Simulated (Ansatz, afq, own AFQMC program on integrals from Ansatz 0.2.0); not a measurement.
**TiNH₂F₃+ (doublet): AFQMC on the coupled-cluster ladder as a vertical ion, def2-TZVP**

How near does AFQMC come to the top of the ladder for TiNH₂F₃+ (doublet)?

Computed with Ansatz 0.2.0, Gaussian basis, and an in-house AFQMC program (afq) on its integrals; all values are calculated. Level: def2-TZVP, frozen cores.

The runs, in order: PBE (unrestricted); CCSD(T) on UHF; r2SCAN (unrestricted); PBE0 (unrestricted); CCSD(T) on UHF; B3LYP (unrestricted); wB97M-V (unrestricted); B2PLYP (unrestricted); CCSD(T) on UHF; Phaseless AFQMC, CISD trial on UHF.

20 further runs of the same task are left out: 2 that didn't finish, 18 set aside as unsound or not needed.

### Step 1. What is computed

The geometry is that of the parent species, a PBE0/def2-SVP stationary point (not a proven minimum); the ion is not relaxed.

7 atoms, charge 1, spin multiplicity 2.

Atoms are counted from 1 here; the program's logs count them from 0.

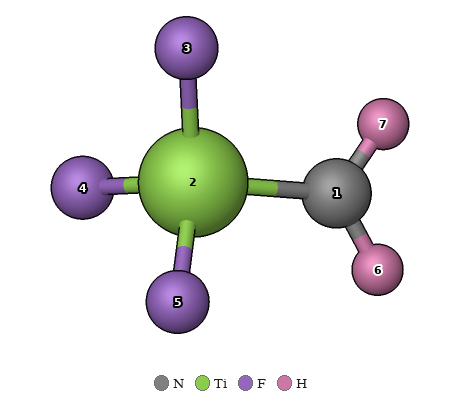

The structure; nitrogen grey, titanium green, fluorine purple, hydrogen pink; atoms are numbered from 1 in the order of the file.

### Step 2. PBE (unrestricted)

File in.yaml:

```yaml
crystal:
  periodic: [false, false, false]
  atoms:
    - {symbol: N, position_ang: [-0.602853, 0.868276, 0.337770]}
    - {symbol: Ti, position_ang: [0.425464, -0.556937, -0.208997]}
    - {symbol: F, position_ang: [0.933541, -1.418395, 1.211915]}
    - {symbol: F, position_ang: [-0.526041, -1.636018, -1.198757]}
    - {symbol: F, position_ang: [1.725768, 0.067680, -1.178028]}
    - {symbol: H, position_ang: [-0.727936, 1.726636, -0.194718]}
    - {symbol: H, position_ang: [-1.166743, 0.880659, 1.185015]}
basis:
  gaussian: {orbitals: def2-TZVP}
total_charge: 1
magnetization: {spin_polarized: true, initial_magnetization: 1}
hamiltonian: {xc: {name: PBE}}
output: {orbitals: {seedname: orbitals}}
```

Command:

```bash
ansatz run in.yaml --threads 2 --pin off --events-out ev --progress --plain --max-ram 11520MiB --backend cpu
```

Standard output:

```text
Functional definition: PBE
  name "PBE"
  cite "Perdew, Burke & Ernzerhof, Phys. Rev. Lett. 77, 3865 (1996) doi:10.1103/PhysRevLett.77.3865"
  parent pbe
  parameter kappa = 0.804
  parameter beta = 0.06672455060314922
  exchange = pbe_x(kappa = kappa, mu = beta*pi^2/3)
  correlation = pbe_c(beta = beta)
1124 factors; their error is unknown
mean field evaluation 1: about -32755.2229 eV, gradient 8.2e1 eV
mean field evaluation 2: about -32267.8105 eV, gradient 4.1e2 eV
mean field evaluation 4: about -32767.2064 eV, gradient 4.5e1 eV
mean field evaluation 8: about -32774.2772 eV, gradient 6.8e-1 eV
mean field evaluation 16: about -32774.2708 eV, gradient 2.0e-3 eV
mean field evaluation 32: about -32774.0456 eV, gradient 7.2e0 eV
mean field -32774.27079614 eV, -1204.4322365594 hartree, gradient 3.4e-5 eV, S^2 0.754071; 4 other end points of the search recorded, 0 dependent functions left out
reference -32774.27084290 eV, -1204.4322382779 hartree; 29, 28 occupied and 152, 153 virtual orbitals, 1124 factors
Total energy: -32774.27084290 eV, -1204.4322382779 hartree
```

Wall time 6 s (2 threads of AMD EPYC 7R13 (Zen 3), shared host); peak memory 6.1 GiB.

From the report: ⟨S²⟩ of the determinant 0.754 (pure doublet: 0.75).

### Step 3. CCSD(T) on UHF

Edit in.yaml of step 2 so:

```diff
@@ -14,3 +14,2 @@
 magnetization: {spin_polarized: true, initial_magnetization: 1}
-hamiltonian: {xc: {name: PBE}}
-output: {orbitals: {seedname: orbitals}}
+correlation: {method: ccsd_t, electrons: outside_noble_gas, hamiltonian_folder: ham}
```

Command:

```bash
ansatz run in.yaml --threads 2 --pin off --events-out ev --progress --plain --max-ram 34560MiB --backend cuda --devices 0, --max-vram 37GiB
```

Standard output (excerpt; [...] marks lines left out):

```text
Functional definition: HF
  name "HF"
  cite "Fock, Z. Phys. 61, 126 (1930) doi:10.1007/BF01340294"
  parent pbe
[...]
1326 factors; integrals over basis functions are off by at most 1.2e-3 eV
[...]
mean field -32718.38941337 eV, -1202.3786336204 hartree, gradient 3.9e-6 eV, S^2 0.759656; 0 other end points of the search recorded, 0 dependent functions left out
13 core orbitals not correlated: weight in the atoms' cores, before any rotation towards them, 0.973 or more for the frozen orbitals, at most 0.024 for the correlated occupied ones
reference -32718.38941337 eV, -1202.3786336204 hartree; 16, 15 occupied and 152, 153 virtual orbitals, 1326 factors
second order -29.29763939 eV of doubles, -0.00000000 eV of singles
cycle   1  -27.76666567 eV  change     1.5e0 eV  update   2.4e-1
[...]
cycle  14  -29.06643273 eV  change    3.2e-5 eV  update   1.3e-5
perturbative correction -1.30859180 eV, -0.0480898617 hartree
Total energy: -32748.76443790 eV, -1203.4948951832 hartree
```

Wall time 12 s (1 × NVIDIA H100 80GB HBM3 with 2 threads of AMD EPYC 7R13 (Zen 3), shared host); peak host memory 6.1 GiB.

From the report: ⟨S²⟩ of the determinant 0.760 (pure doublet: 0.75); correlation -30.3750 eV; T1 0.026; largest double amplitude 0.02.

This run also writes the integrals to the folder ham.

### Step 4. r2SCAN (unrestricted)

Edit in.yaml of step 3 so:

```diff
@@ -14,2 +14,2 @@
 magnetization: {spin_polarized: true, initial_magnetization: 1}
-correlation: {method: ccsd_t, electrons: outside_noble_gas, hamiltonian_folder: ham}
+hamiltonian: {xc: {name: r2SCAN}}
```

Command:

```bash
ansatz run in.yaml --threads 2 --pin off --events-out ev --progress --plain --max-ram 11520MiB --backend cpu
```

Standard output:

```text
Functional definition: r2SCAN
  name "r2SCAN"
  cite "Furness, Kaplan, Ning, Perdew & Sun, J. Phys. Chem. Lett. 11, 8208 (2020) doi:10.1021/acs.jpclett.0c02405"
  cite "Furness, Kaplan, Ning, Perdew & Sun, J. Phys. Chem. Lett. 11, 9248 (2020) doi:10.1021/acs.jpclett.0c03077"
  parent r2scan
  parameter k0 = 0.174
  parameter k1 = 0.065
  parameter a1 = 4.9479
  exchange = r2scan_x(k0 = k0, k1 = k1, a1 = a1)
  correlation = r2scan_c
1124 factors; their error is unknown
mean field evaluation 1: about -32766.7915 eV, gradient 8.0e1 eV
mean field evaluation 2: about -32287.5106 eV, gradient 4.1e2 eV
mean field evaluation 4: about -32782.3167 eV, gradient 2.7e1 eV
mean field evaluation 8: about -32784.7425 eV, gradient 2.1e-1 eV
mean field evaluation 16: about -32784.7319 eV, gradient 5.5e-3 eV
mean field -32784.73194155 eV, -1204.8166765624 hartree, gradient 7.6e-5 eV, S^2 0.756400; 0 other end points of the search recorded, 0 dependent functions left out
reference -32784.73195585 eV, -1204.8166770882 hartree; 29, 28 occupied and 152, 153 virtual orbitals, 1124 factors
Total energy: -32784.73195585 eV, -1204.8166770882 hartree
```

Run time: 8 s. Hardware: 2 threads of AMD EPYC 7R13 (Zen 3), shared host; peak memory 6.1 GiB.

From the report: ⟨S²⟩ of the determinant 0.756 (pure doublet: 0.75).

### Step 5. PBE0 (unrestricted)

Edit in.yaml of step 4 so:

```diff
@@ -14,2 +14,3 @@
 magnetization: {spin_polarized: true, initial_magnetization: 1}
-hamiltonian: {xc: {name: r2SCAN}}
+hamiltonian: {xc: {name: PBE0}}
+output: {orbitals: {seedname: orbitals}}
```

Same command.

Standard output:

```text
Functional definition: PBE0
  name "PBE0"
  cite "Adamo & Barone, J. Chem. Phys. 110, 6158 (1999) doi:10.1063/1.478522"
  cite "Perdew, Burke & Ernzerhof, Phys. Rev. Lett. 77, 3865 (1996) doi:10.1103/PhysRevLett.77.3865"
  parent pbe
  parameter a = 0.25
  parameter kappa = 0.804
  parameter beta = 0.06672455060314922
  exchange = (1 - a)*pbe_x(kappa = kappa, mu = beta*pi^2/3) + a*exact_x
  correlation = pbe_c(beta = beta)
1177 factors; their error is unknown
mean field evaluation 1: about -32756.7750 eV, gradient 7.7e1 eV
mean field evaluation 2: about -32427.1346 eV, gradient 3.7e2 eV
mean field evaluation 4: about -32773.1765 eV, gradient 1.4e1 eV
mean field evaluation 8: about -32773.8306 eV, gradient 1.5e-1 eV
mean field evaluation 16: about -32773.9871 eV, gradient 2.6e-3 eV
mean field -32773.98710457 eV, -1204.4218110864 hartree, gradient 1.8e-5 eV, S^2 0.754973; 0 other end points of the search recorded, 0 dependent functions left out
reference -32773.98713666 eV, -1204.4218122659 hartree; 29, 28 occupied and 152, 153 virtual orbitals, 1177 factors
Total energy: -32773.98713666 eV, -1204.4218122659 hartree
```

Run time: 4.8 s. Hardware: 2 threads of AMD EPYC 7R13 (Zen 3), shared host; peak memory 6.1 GiB.

From the report: ⟨S²⟩ of the determinant 0.755 (pure doublet: 0.75).

### Step 6. CCSD(T) on UHF

Edit in.yaml of step 5 so:

```diff
@@ -11,6 +11,5 @@
 basis:
-  gaussian: {orbitals: def2-TZVP}
+  gaussian: {orbitals: def2-TZVPP}
 total_charge: 1
 magnetization: {spin_polarized: true, initial_magnetization: 1}
-hamiltonian: {xc: {name: PBE0}}
-output: {orbitals: {seedname: orbitals}}
+correlation: {method: ccsd_t, electrons: outside_noble_gas}
```

Command:

```bash
ansatz run in.yaml --threads 2 --pin off --events-out ev --progress --plain --max-ram 34560MiB --backend cuda --devices 0, --max-vram 37GiB
```

Standard output (excerpt; [...] marks lines left out):

```text
Functional definition: HF
  name "HF"
  cite "Fock, Z. Phys. 61, 126 (1930) doi:10.1007/BF01340294"
  parent pbe
[...]
1426 factors; integrals over basis functions are off by at most 9.4e-4 eV
[...]
mean field -32718.63014502 eV, -1202.3874803453 hartree, gradient 4.6e-6 eV, S^2 0.759679; 0 other end points of the search recorded, 0 dependent functions left out
13 core orbitals not correlated: weight in the atoms' cores, before any rotation towards them, 0.972 or more for the frozen orbitals, at most 0.024 for the correlated occupied ones
reference -32718.63014502 eV, -1202.3874803453 hartree; 16, 15 occupied and 187, 188 virtual orbitals, 1426 factors
second order -29.58250738 eV of doubles, -0.00000000 eV of singles
cycle   1  -28.03110048 eV  change     1.6e0 eV  update   2.4e-1
[...]
cycle  14  -29.34694390 eV  change    3.3e-5 eV  update   1.3e-5
perturbative correction -1.33544432 eV, -0.0490766734 hartree
Total energy: -32749.31253323 eV, -1203.5150373150 hartree
```

Wall time 12 s (1 × NVIDIA H100 80GB HBM3 with 2 threads of AMD EPYC 7R13 (Zen 3), shared host); peak host memory 6.1 GiB.

From the report: ⟨S²⟩ of the determinant 0.760 (pure doublet: 0.75); correlation -30.6824 eV; T1 0.026; largest double amplitude 0.03.

### Step 7. B3LYP (unrestricted)

Edit in.yaml of step 6 so:

```diff
@@ -11,5 +11,5 @@
 basis:
-  gaussian: {orbitals: def2-TZVPP}
+  gaussian: {orbitals: def2-TZVP}
 total_charge: 1
 magnetization: {spin_polarized: true, initial_magnetization: 1}
-correlation: {method: ccsd_t, electrons: outside_noble_gas}
+hamiltonian: {xc: {name: B3LYP}}
```

Command:

```bash
ansatz run in.yaml --threads 2 --pin off --events-out ev --progress --plain --max-ram 11520MiB --backend cpu
```

Standard output (excerpt; [...] marks lines left out):

```text
Functional definition: B3LYP
  name "B3LYP"
  cite "Stephens, Devlin, Chabalowski & Frisch, J. Phys. Chem. 98, 11623 (1994) doi:10.1021/j100096a001"
  cite "Becke, Phys. Rev. A 38, 3098 (1988) doi:10.1103/PhysRevA.38.3098"
  cite "Lee, Yang & Parr, Phys. Rev. B 37, 785 (1988) doi:10.1103/PhysRevB.37.785"
  cite "Vosko, Wilk & Nusair, Can. J. Phys. 58, 1200 (1980) doi:10.1139/p80-159"
[...]
1174 factors; their error is unknown
[...]
mean field -32789.56452403 eV, -1204.9942706930 hartree, gradient 3.8e-5 eV, S^2 0.754555; 0 other end points of the search recorded, 0 dependent functions left out
reference -32789.56475899 eV, -1204.9942793275 hartree; 29, 28 occupied and 152, 153 virtual orbitals, 1174 factors
Total energy: -32789.56475899 eV, -1204.9942793275 hartree
```

Run time: 5.5 s. Hardware: 2 threads of AMD EPYC 7R13 (Zen 3), shared host; peak memory 6.1 GiB.

From the report: ⟨S²⟩ of the determinant 0.755 (pure doublet: 0.75).

### Step 8. wB97M-V (unrestricted)

Edit in.yaml of step 7 so:

```diff
@@ -14,2 +14,3 @@
 magnetization: {spin_polarized: true, initial_magnetization: 1}
-hamiltonian: {xc: {name: B3LYP}}
+hamiltonian: {xc: {name: wB97M-V}}
+output: {orbitals: {seedname: orbitals}}
```

Same command.

Standard output (excerpt; [...] marks lines left out):

```text
Functional definition: wB97M-V
  name "wB97M-V"
  cite "Mardirossian & Head-Gordon, J. Chem. Phys. 144, 214110 (2016) doi:10.1063/1.4952647"
  cite "Becke, J. Chem. Phys. 107, 8554 (1997) doi:10.1063/1.475007"
  cite "Vydrov & Van Voorhis, J. Chem. Phys. 133, 244103 (2010) doi:10.1063/1.3521275"
  # Of w^i u^j: cxij and so on, Table III.
[...]
  gx(w, u) = 1 - cx + cx01*u + cx10*w
  gss(w, u) = css00 + css04*u^4 + css10*w + css20*w^2 + css43*w^4*u^3
  gos(w, u) = cos00 + cos10*w + (cos20 + cos21*u)*w^2 + (cos60 + cos61*u)*w^6
[...]
      + integral(e_c_pw_mod_opposite_spin*gos(b97_w_opposite, b97_u_opposite)) + vv10(b, c)
1162 factors; their error is unknown
244 factors; integrals over basis functions are off by at most 7.5e-6 eV
[...]
mean field -32784.64943354 eV, -1204.8136444490 hartree, gradient 5.4e-5 eV, S^2 0.754192; 0 other end points of the search recorded, 0 dependent functions left out
reference -32784.64948967 eV, -1204.8136465119 hartree; 29, 28 occupied and 152, 153 virtual orbitals, 1162 factors
Total energy: -32784.64948967 eV, -1204.8136465119 hartree
```

It took 16 s on 2 threads of AMD EPYC 7R13 (Zen 3), shared host; peak memory 6.1 GiB.

From the report: ⟨S²⟩ of the determinant 0.754 (pure doublet: 0.75).

### Step 9. B2PLYP (unrestricted)

Edit in.yaml of step 8 so:

```diff
@@ -14,3 +14,3 @@
 magnetization: {spin_polarized: true, initial_magnetization: 1}
-hamiltonian: {xc: {name: wB97M-V}}
-output: {orbitals: {seedname: orbitals}}
+hamiltonian: {xc: {name: B2PLYP}}
+correlation: {electrons: outside_noble_gas}
```

The command is unchanged.

Standard output (excerpt; [...] marks lines left out):

```text
Functional definition: B2PLYP
  name "B2PLYP"
  cite "Grimme, J. Chem. Phys. 124, 034108 (2006) doi:10.1063/1.2148954"
  cite "Becke, Phys. Rev. A 38, 3098 (1988) doi:10.1103/PhysRevA.38.3098"
  cite "Lee, Yang & Parr, Phys. Rev. B 37, 785 (1988) doi:10.1103/PhysRevB.37.785"
[...]
1326 factors; integrals over basis functions are off by at most 1.2e-3 eV
[...]
mean field -32766.94500486 eV, -1204.1630186954 hartree, gradient 7.3e-6 eV, S^2 0.755829; 0 other end points of the search recorded, 0 dependent functions left out
13 core orbitals not correlated: weight in the atoms' cores, before any rotation towards them, 0.976 or more for the frozen orbitals, at most 0.021 for the correlated occupied ones
reference -32766.94514636 eV, -1204.1630238956 hartree; 16, 15 occupied and 152, 153 virtual orbitals, 1326 factors
second order -36.83654883 eV of doubles, -0.00000000 eV of singles
Total energy: -32776.89101454 eV, -1204.5285278098 hartree
```

It took 12 s on 2 threads of AMD EPYC 7R13 (Zen 3), shared host; peak memory 6.1 GiB.

From the report: ⟨S²⟩ of the determinant 0.756 (pure doublet: 0.75).

### Step 10. CCSD(T) on UHF

Edit in.yaml of step 9 so:

```diff
@@ -11,6 +11,5 @@
 basis:
-  gaussian: {orbitals: def2-TZVP}
+  gaussian: {orbitals: "def2-QZVPP.json"}
 total_charge: 1
 magnetization: {spin_polarized: true, initial_magnetization: 1}
-hamiltonian: {xc: {name: B2PLYP}}
-correlation: {electrons: outside_noble_gas}
+correlation: {method: ccsd_t, electrons: outside_noble_gas}
```

Command:

```bash
ansatz run in.yaml --threads 2 --pin off --events-out ev --progress --plain --max-ram 34560MiB --backend cuda --devices 0, --max-vram 37GiB
```

Standard output (excerpt; [...] marks lines left out):

```text
Functional definition: HF
  name "HF"
  cite "Fock, Z. Phys. 61, 126 (1930) doi:10.1007/BF01340294"
  parent pbe
[...]
2423 factors; integrals over basis functions are off by at most 6.2e-4 eV
[...]
mean field -32719.51502444 eV, -1202.4199990645 hartree, gradient 2.9e-6 eV, S^2 0.759774; 0 other end points of the search recorded, 0 dependent functions left out
13 core orbitals not correlated: weight in the atoms' cores, before any rotation towards them, 0.972 or more for the frozen orbitals, at most 0.024 for the correlated occupied ones
reference -32719.51502444 eV, -1202.4199990645 hartree; 16, 15 occupied and 352, 353 virtual orbitals, 2423 factors
second order -32.01094954 eV of doubles, -0.00000000 eV of singles
cycle   1  -30.22637129 eV  change     1.8e0 eV  update   2.3e-1
[...]
cycle  14  -31.53480006 eV  change    3.3e-5 eV  update   1.2e-5
perturbative correction -1.48130749 eV, -0.0544370463 hartree
Total energy: -32752.53113199 eV, -1203.6333186378 hartree
```

It took 49 s on 1 × NVIDIA H100 80GB HBM3 with 2 threads of AMD EPYC 7R13 (Zen 3), shared host; peak host memory 6.1 GiB.

From the report: ⟨S²⟩ of the determinant 0.760 (pure doublet: 0.75); correlation -33.0161 eV; T1 0.025; largest double amplitude 0.03.

### Step 11. Phaseless AFQMC, CISD trial on UHF

It reads the integrals that the CCSD(T) run on this determinant wrote.

Command:

```bash
afq ham --method phaseless --trial cisd --walkers 300 --populations 10 --least-time 60 --time-step 0.005 --steps-per-block 50 --equilibration-blocks 40 --max-blocks 4000 --target-error 0.00034 --factor-cut 1e-05 --start spin_pure --seed 4049 --release-times 0.24,0.48,0.8,1.2 --release-step 0.04 --release-every 5 --taylor-order 6
```

Standard output:

```text
orbitals 168  electrons 16 15  factors 1288 of 1326
reference energy -1202.37863362 Eh
CCSD correlation -1.06817301 Eh in 17 cycles, weight of the determinant in the CISD state 0.7767
energy of the start -1203.445544 Eh
 block  time / (1/Eh)  mean weight  energy / Eh
     1     0.250  1.0001  -1203.425310
     2     0.500  0.9983  -1203.456782
     3     0.750  1.0010  -1203.461375
     4     1.000  1.0033  -1203.477031
     5     1.250  0.9984  -1203.488918
     6     1.500  1.0006  -1203.481948
     7     1.750  0.9984  -1203.471842
     8     2.000  0.9995  -1203.479560
     9     2.250  1.0030  -1203.467805
    10     2.500  1.0029  -1203.488722
    11     2.750  1.0007  -1203.489699
    16     4.000  1.0028  -1203.487696
    21     5.250  1.0012  -1203.482166
    26     6.500  0.9964  -1203.526230
    31     7.750  1.0012  -1203.486323
    36     9.000  0.9985  -1203.495090
    41    10.250  0.9994  -1203.500783
    46    11.500  1.0018  -1203.526295
    51    12.750  1.0038  -1203.491764
    56    14.000  0.9993  -1203.494476
    61    15.250  0.9969  -1203.512506
    66    16.500  0.9999  -1203.517367
    71    17.750  0.9992  -1203.508228
    76    19.000  0.9999  -1203.498986
    81    20.250  1.0010  -1203.507902
    86    21.500  0.9966  -1203.488537
    91    22.750  1.0004  -1203.497812
    96    24.000  1.0002  -1203.484606
   101    25.250  0.9972  -1203.504746
   106    26.500  0.9965  -1203.480092
   111    27.750  1.0018  -1203.487181
   116    29.000  1.0029  -1203.491645
   121    30.250  1.0000  -1203.505900
   126    31.500  0.9956  -1203.482750
   131    32.750  1.0040  -1203.506377
   136    34.000  1.0036  -1203.490641
   141    35.250  1.0029  -1203.490280
   146    36.500  0.9988  -1203.495974
   151    37.750  0.9995  -1203.496669
   156    39.000  0.9961  -1203.504439
   161    40.250  1.0004  -1203.508342
   166    41.500  0.9969  -1203.501889
   171    42.750  0.9999  -1203.505354
   176    44.000  0.9975  -1203.507965
   181    45.250  0.9995  -1203.502489
   186    46.500  0.9961  -1203.474419
   191    47.750  0.9997  -1203.504911
   196    49.000  1.0024  -1203.507860
   201    50.250  0.9978  -1203.524860
   206    51.500  1.0055  -1203.509515
   211    52.750  1.0004  -1203.468983
   216    54.000  1.0038  -1203.516326
   221    55.250  0.9969  -1203.508623
   226    56.500  0.9996  -1203.506019
   231    57.750  0.9950  -1203.462545
error from the spread of 10 populations
released: time / (1/Eh)  energy / Eh  error  mean overlap
  0.24  -1203.496177  0.002071  0.9904
  0.48  -1203.495228  0.002535  0.9693
  0.80  -1203.497613  0.003936  0.9482
  1.20  -1203.496041  0.007736  0.9375
energy -1203.498529 +/- 0.000963 Eh
```

It took 8.6 min on 1 × NVIDIA H100 80GB HBM3 with 4 threads of AMD EPYC 7R13 (Zen 3), shared host; peak host memory 7 GiB.

Energy -32748.8633 ± 0.0262 eV. Caveats: constraint bias not in the error; error above the target.

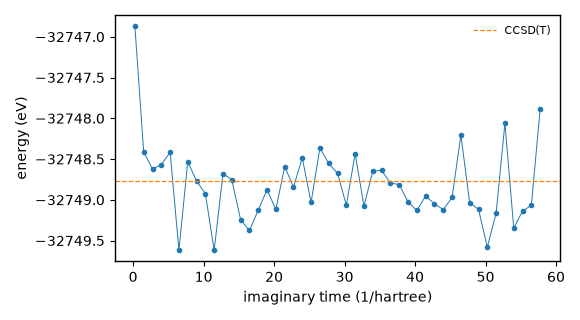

Block energies along the walk.

### Step 12. All levels side by side

On the UHF determinant, counted from CCSD(T) (a yardstick, not exact):

| level | energy (eV) | from CCSD(T) (meV) | statistical error (meV) | time |
| --- | --- | --- | --- | --- |
| HF | -32718.3894 | +30375.0 |  |  |
| MP2 | -32747.6871 | +1077.4 |  |  |
| CCSD | -32747.4558 | +1308.6 |  |  |
| CCSD(T) | -32748.7644 | 0.0 |  |  |
| Phaseless AFQMC, CISD trial, step 0.005, 300 walkers | -32748.8633 | -98.9 | 26.2 | 8.6 min |

The functionals' totals stand on their own zeros and serve differences with other points: PBE -32774.271 eV; r2SCAN -32784.732 eV; PBE0 -32773.987 eV; B3LYP -32789.565 eV; wB97M-V -32784.649 eV; B2PLYP -32776.891 eV.

### Step 13. Results

| quantity | value |
| --- | --- |
| Phaseless AFQMC, CISD trial on UHF from CCSD(T) | -98.9 ± 26.2 meV |

On UHF the phaseless walk with the CISD trial lies -98.9 meV from CCSD(T), 4 times its error bar. Error bars are statistical and leave out the constraint, the time step and what remains of the start.
